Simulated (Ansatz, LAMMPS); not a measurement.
# Site preference of As in place of Si in amorphous 46SiO2-54Al2O3 (mol %) (114 atoms), part 2 of 5

Aim: make As in place of Si at several sites of amorphous 46SiO2-54Al2O3 (mol %) (114 atoms), relax each, and compare their energies.

Ansatz 0.2.0; Kohn-Sham DFT, PBE, PAW (set soft_2), plane waves.

The cell: 13 Si, 30 Al and 71 O. The quench rate of 50 K/ps far exceeds what a furnace or splat quench reaches. The network of bonds at the start is that of the classical potential that made the cell. The Brillouin zone is sampled at Γ only, in a cell whose shortest periodic width is 11 Å.

So far. Step 2 (Single point at the start): The r.m.s. force at the start is 0.61 eV/Å. Step 3 (Relaxation): The relaxation converged after 21 steps, 4.45 eV below its start, with a largest force component of 0.020 eV/Å.

### Step 4. Single point at the relaxed geometry

One more single point at the end of the walk gives the fuller output and checks the residual forces.

Contents of input.yaml:

```yaml
crystal:
  lattice:
    - [11.2458, 0.0, 0.0]
    - [0.0, 11.2458, 0.0]
    - [0.0, 0.0, 11.2458]
  atoms:
    - { symbol: Si, position: [0.059, 0.67757, 0.03194] }
    - { symbol: Si, position: [0.99951, 0.38747, 0.4347] }
    - { symbol: Si, position: [0.52443, 0.66094, 0.04763] }
    - { symbol: Si, position: [0.58135, 0.6943, 0.5118] }
    - { symbol: Si, position: [0.23144, 0.05406, 0.69338] }
    - { symbol: Si, position: [0.00634, 0.20191, 0.9223] }
    [... 102 atom lines left out ...]
    - { symbol: O, position: [0.0727, 0.81433, 0.99901] }
    - { symbol: O, position: [0.917, 0.91524, 0.79754] }
    - { symbol: O, position: [0.78036, 0.76104, 0.95398] }
    - { symbol: O, position: [0.16473, 0.60029, 0.0919] }
    - { symbol: O, position: [0.68195, 0.19603, 0.40899] }
    - { symbol: O, position: [0.28347, 0.10518, 0.82579] }
kpoints:
  mp_grid: { grid: [1, 1, 1] }
hamiltonian:
  xc: pbe
scf:
  occupations: { method: fermi_dirac, width: 0.025 }
output:
  forces: true
  stress: true
  populations: true
  dos:
    method: { smearing: { sigma: 0.08 } }
    de: 0.1
    projected: { site_lists: { Al: [Al], O: [O], Si: [Si] } }
  eigenvalues: true
  write_density: true
  write_potential: true
  volumetric_format: npy
```

Run with:

```bash
$ ansatz run input.yaml --threads 4 --pin off --max-ram 8192MiB --backend cpu --events-out ev --progress --plain --runs-dir out
```

Numbers of over 12 decimals in the logs are rounded to 6 here.

The log of the run:

```text
[...]
Crystal: 114 atoms, lattice volume = 1422.234 Å³
Basis set: ecut = 420 eV, 27825 PW (Γ), exchange–correlation on 160×160×160 points (8 copies of the dense FFT grid, shifted against one another)
Bands: 398, of which v1, the nominal top of the filled ones, is band 284 counted from 1 (283 counted from 0)
Symmetry: 1 space group operations
[...]
k-points: 1
[...]
SCF iter   1: F=—  HF=-64816.965440 eV  |F-HF|=—  |Δ(HF+E_count)|=         —  Δρ=2.44e-3  dr2=1.06e-1  ethr=1.77e-3  ⟨swp⟩=6.0  Hψ=1787  notcnv=0  defer=51
[...]
SCF iter   9: F=-64816.956285 eV  HF=-64816.956285 eV  |F-HF|=3.79e-9  |Δ(HF+E_count)|=   1.41e-7  Δρ=2.21e-6  dr2=6.26e-8  ethr=1.76e-11  ⟨swp⟩=18.0  Hψ=3628  notcnv=0
SCF 1 converged in 9 iterations: F = -64816.956285 eV  dr2 = 6.26e-8
[...]
SCF converged after 9 iterations
Free energy (F): -64816.956285 eV
[...]
Internal energy: -64816.956285 eV  (E = F + TS)
E sigma→0 (E₀):  -64816.956285 eV
Fermi energy:    5.711223 eV
[...]
--- Forces (eV/Å), atoms counted from 1 ---
  atom   1  Si     0.00682411     0.00384084     0.00392247
  atom   2  Si    -0.00247719     0.01398269    -0.00206171
  atom   3  Si     0.00481079    -0.01868178     0.00314020
  atom   4  Si     0.00182106    -0.00035683     0.00142873
  atom   5  Si    -0.00392320     0.00370396     0.00388621
  atom   6  Si    -0.00169258    -0.00056786     0.00549526
  atom   7  Si     0.00530185    -0.01016236    -0.00053158
  atom   8  Si     0.00355910    -0.00489459     0.00270924
  atom   9  Si    -0.00079998    -0.00307078    -0.00643436
  atom  10  Si    -0.00798338    -0.00078147     0.00215617
  atom  11  Si    -0.00484999     0.00111472    -0.00118679
  atom  12  Si     0.01077022     0.00947970     0.00728750
  atom  13  Si     0.00574745    -0.00063197     0.00043042
  atom  14  Al    -0.00226354     0.00646039     0.00329673
[...]
atom 113  O     -0.00000730    -0.00032402     0.00435481
  atom 114  O     -0.00004936     0.00069512     0.00324062
  max |Σ_I F_I| component: 1.81e-4 eV/Å
--- Stress (GPa, compression-positive) ---
        2.524905       2.051891      -1.753620
        2.051897       0.317176       0.213355
       -1.753612       0.213353      -3.382607
  P = ⅓ Tr σ = -0.1802 GPa (-1.802 kbar)
--- Band table (eV) ---
[...]
--- Löwdin populations: 114 sites ---
  site symbol       q [e]
     0     Si      2.2427
     1     Si      2.2786
     2     Si      2.2284
[...]
113      O      6.7683
  spilling = 0.010251 (of n_electrons = 568.000000)
```

Run time: 59 s. Hardware: 4 threads of Intel Xeon at 2.50GHz (Skylake/Cascade Lake), shared host; peak memory 1.9 GiB; 2.7 min of CPU time.

Read from the output:

```yaml
free_energy: -64816.9563 eV
free_energy_per_atom: -568.5698 eV/atom
scf_cycles: 9
pressure: -0.1802 GPa
r_m_s_force_component: 0.00414 eV/Å
longest_force: 0.03234 eV/Å
fermi_energy: 5.711 eV
spacing_of_highest_filled_and_lowest_empty_level: 3.367 eV
spilling_of_the_projection: 0.01025
```

Löwdin charges by element and coordination (they lack the spilled electrons, 0.051 e an atom on average):

```csv
element,coordination,atoms,mean charge (e),spread,least,most
Al,all,30,1.37,0.0195,1.33,1.41
Al,4,23,1.38,0.0203,1.33,1.41
Al,5,7,1.36,0.0057,1.35,1.37
O,all,71,-0.817,0.0344,-0.893,-0.746
O,2,32,-0.818,0.0401,-0.893,-0.746
O,3,39,-0.816,0.029,-0.863,-0.768
Si,all,13,1.74,0.022,1.70,1.77
Si,4,11,1.75,0.0173,1.72,1.77
Si,5,2,1.70,0.0011,1.70,1.70
```

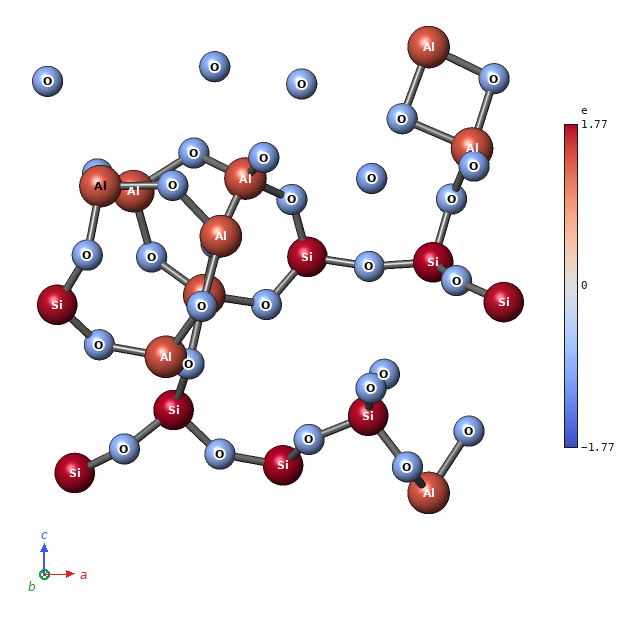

Atoms coloured by Löwdin charge. Drawn is a slice 4 Å thick, seen along the normal of the ac plane. Bonds to atoms that aren't drawn are left out.

Density of states as counts of states in windows of 1 eV (from the Fermi level), total and the larger projections:

```csv
from (eV),to (eV),total,O p,Al p
-14,-12,0.0,0.0,0.0
-12,-11,3.8,2.5,0.0
-11,-10,4.5,3.0,0.1
-10,-9,15.0,10.4,0.5
-9,-8,31.7,23.7,1.3
-8,-7,44.2,34.1,2.9
-7,-6,53.6,43.1,4.5
-6,-5,64.7,55.7,4.4
-5,-4,79.3,72.3,3.4
-4,-3,73.0,69.2,1.5
-3,-2,50.2,47.7,1.2
-2,-1,6.0,5.7,0.2
-1,1,0.0,0.0,0.0
1,2,2.0,0.0,0.1
2,3,0.4,0.0,0.1
3,4,14.2,1.9,4.0
4,5,21.2,2.8,7.3
```

The curve was stored every 0.10 eV, coarse against its broadening of 0.08 eV, so these counts are rough.

Between -22 and -14 eV lie 142 more states.

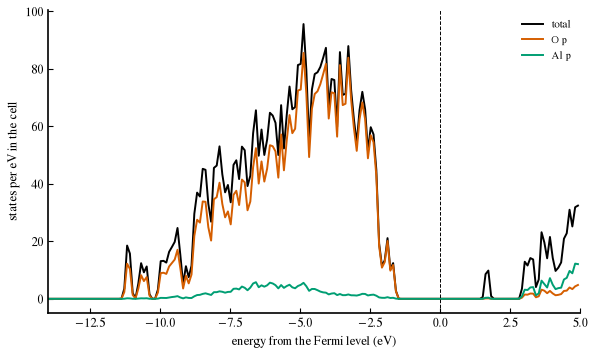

Total and projected density of states, with the broadening of the input.

The levels nearest the highest filled one (over half full), pooled over k-points and spins:

```csv
level less the highest filled one (eV),occupation
-0.607,2
-0.556,2
-0.431,2
-0.243,2
-0.177,2
0,2
3.37,0
4.71,0
4.87,0
5.01,0
5.29,0
5.35,0
```

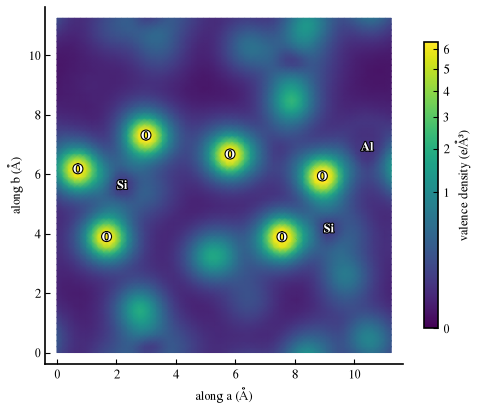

Valence density in the ab plane at fractional z = 0.193, with atoms of Si and Al and O within 0.2 Å of it. It is the smooth field of the valence electrons, not physical close to the nuclei. The map starts off the cell's origin, so that atoms lie inside it. The colour scale is stretched toward low values.

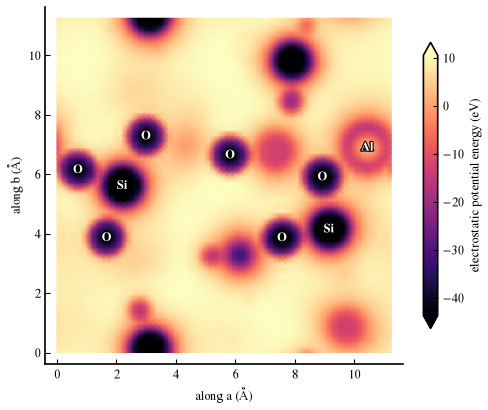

Electrostatic potential energy in the ab plane at fractional z = 0.193, with atoms of Si and Al and O within 0.2 Å of it. With pseudopotentials it is smooth inside the atoms' cores, unlike the true potential. The map starts off the cell's origin, so that atoms lie inside it.

Between filled and empty levels lie 3.37 eV (at Γ alone); a semilocal functional tends to put such gaps too low. In a disordered cell it changes from sample to sample, and tail or defect levels can set it. Mean Löwdin charges: Al +1.37, O -0.82, Si +1.74 e (they miss 1.0 % of the electrons, so they add up to more than the cell's charge).

### Step 5. As on a site of Si, site Si1

The site has 4 bonded neighbours (O4) at 1.64 Å on average, by cutoffs that count no bonds between two metal atoms or like ions. The change is made in the relaxed cell and the atoms are relaxed again, with spin allowed.

Contents of input.yaml:

```yaml
crystal:
  lattice:
    - [11.2458, 0.0, 0.0]
    - [0.0, 11.2458, 0.0]
    - [0.0, 0.0, 11.2458]
  atoms:
    - { symbol: As, position: [0.059, 0.67757, 0.03194], spin: 0.6 }
    - { symbol: Si, position: [0.99951, 0.38747, 0.4347] }
    - { symbol: Si, position: [0.52443, 0.66094, 0.04763] }
    - { symbol: Si, position: [0.58135, 0.6943, 0.5118] }
    [... atom lines 5 to 114 left out ...]
magnetization:
  spin_polarized: true
kpoints:
  mp_grid: { grid: [1, 1, 1] }
hamiltonian:
  xc: pbe
scf:
  occupations: { method: fermi_dirac, width: 0.025 }
  lower_state_search: "off"
output:
  forces: true
  eigenvalues: true
relax:
  f_tol: 0.05
  max_steps: 90
```

The log of the run:

```text
[...]
Crystal: 114 atoms, lattice volume = 1422.234 Å³
Basis set: ecut = 420 eV, 27825 PW (Γ), exchange–correlation on 160×160×160 points (8 copies of the dense FFT grid, shifted against one another)
Bands: 405, of which v1, the nominal top of the filled ones, is band 290 counted from 1 (289 counted from 0)
Symmetry: 1 space group operations
[...]
k-points: 1
[...]
Starting moments: Σ|m| = 3 μB on 5 of 114 sites
[...]
SCF iter   1: F=—  HF=-69092.112356 eV  |F-HF|=—  |Δ(HF+E_count)|=         —  Δρ=6.40e-2 (↑6.04e-2 ↓6.40e-2)  dr2=2.22e2  dr2_m=1.20e0  M=0.998 μB ∫|m|=1.103 μB  β_m=0.30  ethr=3.10e-3  ⟨swp⟩=6.0  Hψ=3614  notcnv=0  defer=59
[...]
spin=Collinear: Resta preconditioning applied to the charge; magnetization (m = ρ↑ − ρ↓) channel mixes plain (no charge-response kernel on spin).
SCF iter   2: F=—  HF=-69040.241932 eV  |F-HF|=—  |Δ(HF+E_count)|=    5.19e1  Δρ=2.96e-2 (↑2.69e-2 ↓2.96e-2)  dr2=4.81e1  dr2_m=6.92e-1  M=0.967 μB ∫|m|=1.058 μB  β_m=0.30  ethr=3.10e-3  ⟨swp⟩=3.0  Hψ=1799  notcnv=0  defer=222
[...]
SCF iter   7: F=—  HF=-69028.844467 eV  |F-HF|=—  |Δ(HF+E_count)|=   4.26e-2  Δρ=1.55e-3 (↑1.53e-3 ↓1.55e-3)  dr2=3.00e-3  dr2_m=3.02e-2  M=0.932 μB ∫|m|=0.989 μB  β_m=0.30  ethr=4.88e-6  ⟨swp⟩=2.5  Hψ=1097  notcnv=0  defer=221
[...]
spin-set hold released at iteration 7 (site moments contracting): the magnetisation degrees of freedom join the quasi-Newton model from the next iteration; the mixer history was flushed
SCF iter   8: F=—  HF=-69028.850843 eV  |F-HF|=—  |Δ(HF+E_count)|=   6.38e-3  Δρ=1.14e-3 (↑1.14e-3 ↓1.14e-3)  dr2=1.77e-3  dr2_m=1.66e-2  M=0.932 μB ∫|m|=0.988 μB  β_m=0.65  ethr=5.18e-7  ⟨swp⟩=2.0  Hψ=1107  notcnv=0  defer=221
[...]
SCF iter  12: F=-69028.860089 eV  HF=-69028.860090 eV  |F-HF|=1.42e-6  |Δ(HF+E_count)|=   8.61e-6  Δρ=8.94e-6 (↑8.94e-6 ↓8.44e-6)  dr2=3.97e-6  dr2_m=2.65e-8  M=0.936 μB ∫|m|=1.000 μB  ethr=1.94e-9  ⟨swp⟩=3.0  Hψ=2961  notcnv=0
SCF 1 converged in 12 iterations: F = -69028.860089 eV  dr2 = 3.97e-6
[...]
relax step   1: F+E_penalty+E_count = -69028.86008874 eV  Δ(F+E_penalty+E_count) = +0.000e0 eV  max|allowed force component| = 4.449e0 eV/Å  Δτ_max = 0.0000 Å  (12 SCF iters, dr2 threshold 6.25e-5 eV, accepted)
[... from here on, the SCF cycles and remarks between the steps are left out ...]
relax step   2: F+E_penalty+E_count = -69029.87011658 eV  Δ(F+E_penalty+E_count) = -1.010e0 eV  max|allowed force component| = 2.963e0 eV/Å  Δτ_max = 0.0891 Å  (6 SCF iters, dr2 threshold 1.00e-4 eV, accepted)
relax step   3: F+E_penalty+E_count = -69030.95068440 eV  Δ(F+E_penalty+E_count) = -1.081e0 eV  max|allowed force component| = 9.859e-1 eV/Å  Δτ_max = 0.1948 Å  (7 SCF iters, dr2 threshold 1.00e-4 eV, accepted)
relax step   4: F+E_penalty+E_count = -69031.11482190 eV  Δ(F+E_penalty+E_count) = -1.641e-1 eV  max|allowed force component| = 9.034e-1 eV/Å  Δτ_max = 0.1065 Å  (6 SCF iters, dr2 threshold 1.00e-4 eV, accepted)
relax step   5: F+E_penalty+E_count = -69031.33504597 eV  Δ(F+E_penalty+E_count) = -2.202e-1 eV  max|allowed force component| = 1.776e0 eV/Å  Δτ_max = 0.2000 Å  (7 SCF iters, dr2 threshold 9.04e-5 eV, accepted)
relax step   6: F+E_penalty+E_count = -69031.44860555 eV  Δ(F+E_penalty+E_count) = -1.136e-1 eV  max|allowed force component| = 3.040e-1 eV/Å  Δτ_max = 0.0503 Å  (5 SCF iters, dr2 threshold 1.00e-4 eV, accepted)
relax step   7: F+E_penalty+E_count = -69031.48961187 eV  Δ(F+E_penalty+E_count) = -4.101e-2 eV  max|allowed force component| = 1.732e-1 eV/Å  Δτ_max = 0.0607 Å  (7 SCF iters, dr2 threshold 5.78e-6 eV, accepted)
relax step   8: F+E_penalty+E_count = -69031.49332835 eV  Δ(F+E_penalty+E_count) = -3.716e-3 eV  max|allowed force component| = 2.559e-1 eV/Å  Δτ_max = 0.2000 Å  (11 SCF iters, accepted)
relax step   9: F+E_penalty+E_count = -69031.53203847 eV  Δ(F+E_penalty+E_count) = -3.871e-2 eV  max|allowed force component| = 1.176e-1 eV/Å  Δτ_max = 0.0972 Å  (6 SCF iters, dr2 threshold 2.13e-5 eV, accepted)
relax step  10: F+E_penalty+E_count = -69031.53656024 eV  Δ(F+E_penalty+E_count) = -4.522e-3 eV  max|allowed force component| = 1.099e-1 eV/Å  Δτ_max = 0.0139 Å  (6 SCF iters, dr2 threshold 2.92e-6 eV, accepted)
relax step  11: F+E_penalty+E_count = -69031.53485447 eV  Δ(F+E_penalty+E_count) = +1.706e-3 eV  max|allowed force component| = 1.768e-1 eV/Å  Δτ_max = 0.1034 Å  (8 SCF iters, dr2 threshold 2.55e-6 eV, rejected (line search))
relax step  12: F+E_penalty+E_count = -69031.54399540 eV  Δ(F+E_penalty+E_count) = -7.435e-3 eV  max|allowed force component| = 4.944e-2 eV/Å  Δτ_max = 0.0503 Å  (9 SCF iters, accepted)
SCF converged after 9 iterations
Magnetization: 1.0000 μB (290.0000 up, 289.0000 down)
Absolute magnetization: 1.0825 μB (∫|ρ↑−ρ↓|, with the PAW one-centre terms)
[...]
Per-site moments (μB) at R_I (Å): [(0.097316, 0.737418), (6.251594074084912e-5, 0.662025), (-5.0260475456671894e-5, 0.665559), (2.9511531554317312e-5, 0.662521), (3.5661726642724733e-6, 0.656970), [...]
Free energy (F): -69031.543995 eV
[...]
Internal energy: -69031.543995 eV  (E = F + TS)
E sigma→0 (E₀):  -69031.543995 eV
Entropy (-TS):   -0.000000 eV (-0.000 meV/atom)
Fermi energy:    4.556648 eV
[...]
--- Forces (eV/Å), atoms counted from 1 ---
  atom   1  As    -0.04583088     0.00248007     0.01759273
  atom   2  Si     0.00446414     0.00293100     0.00520892
  atom   3  Si     0.00920038    -0.00585874    -0.00110653
  atom   4  Si     0.00712414     0.00521129     0.00705078
  atom   5  Si    -0.00575961    -0.00462188     0.00170155
  atom   6  Si     0.01613527     0.00980909     0.00074795
  atom   7  Si     0.01164892     0.00399237    -0.00623789
  atom   8  Si    -0.00154281    -0.01142653     0.01115744
  atom   9  Si     0.00804137     0.00125630    -0.00538377
  atom  10  Si     0.01301247     0.00370403     0.01573746
  atom  11  Si     0.00382116     0.02053475    -0.00733955
  atom  12  Si    -0.00219496     0.00166229     0.00183072
  atom  13  Si     0.01561913     0.00803623     0.00465888
  atom  14  Al     0.01135997     0.01409514    -0.01668503
[...]
atom 113  O     -0.01011218    -0.00025615     0.00320347
  atom 114  O     -0.00811054    -0.00880140    -0.00313498
  max |Σ_I F_I| component: 2.45e-4 eV/Å
--- Band table (eV) ---
[...]
--- Relaxed structure (12 steps of the walk, 11 accepted, 0 SCFs on fresh bases) ---
  F+E_penalty+E_count = -69031.54399540 eV   max|allowed force component| = 4.944e-2 eV/Å
  atoms:
    - { symbol: As, position: [0.084004, 0.690353, 0.018915] }
    - { symbol: Si, position: [0.999687, 0.387272, 0.434624] }
    - { symbol: Si, position: [0.525335, 0.658829, 0.048697] }
    - { symbol: Si, position: [0.582664, 0.693670, 0.513275] }
[...]
- { symbol: O, position: [0.282757, 0.104958, 0.826841] }
```

Elapsed: 14 min, on 4 threads; peak memory 3.2 GiB.

The relaxation converged after 12 steps, 2.68 eV below its start, with a largest force component of 0.049 eV/Å.

The surroundings of the As atom, after relaxation, nearest first, numbered as they follow in the input and with coordinates relative to it.

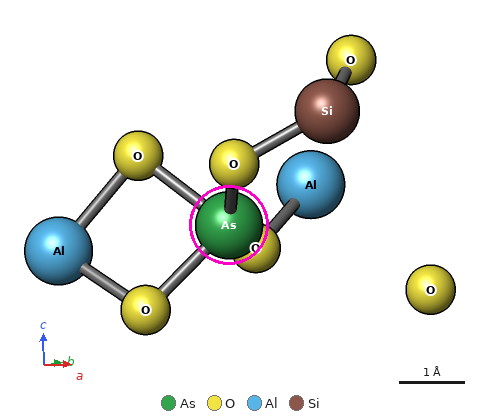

The atoms of the table, within 3.3 Å (arrows a, b, c point along x, y, z); some may hide others; the central atom is ringed.

```csv
atom,x,y,z,distance (Å),bonds,moment (μB)
As1,0.00,0.00,0.00,0.00,4,0.10
O109,-0.53,1.65,-0.45,1.79,2,0.18
O99,-1.47,-0.23,1.08,1.84,3,0.01
O85,-1.00,-0.90,-1.27,1.85,3,0.06
O112,0.93,-1.33,1.03,1.92,2,0.25
Al21,-2.57,-0.85,-0.36,2.74,5,0.00
Si10,2.22,-0.65,1.81,2.94,4,0.00
O61,1.84,0.73,2.53,3.21,2,0.00
Al27,-0.44,3.17,0.45,3.24,4,0.00
O67,2.36,2.06,-1.10,3.32,2,0.01
```

The column of bonds counts only the pairs O-Al within 2.27 Å, O-Si within 2.16 Å, O-As within 2.26 Å; other neighbours, such as metal atoms beside each other in a compound, aren't counted, and periodic images can show an atom twice.

The largest move is 0.53 Å, by O109.

[end of part 2 of 5]

[Logs are printed without paths, hosts, clocks, repeated set-up lines and the standing remarks that a program may print on its own settings, such as how far it seeks lower states.]

[Hosts, paths, dates, database ids (printed as entryN), source tags and the programs' standing remarks are cut or masked in the printed files.]
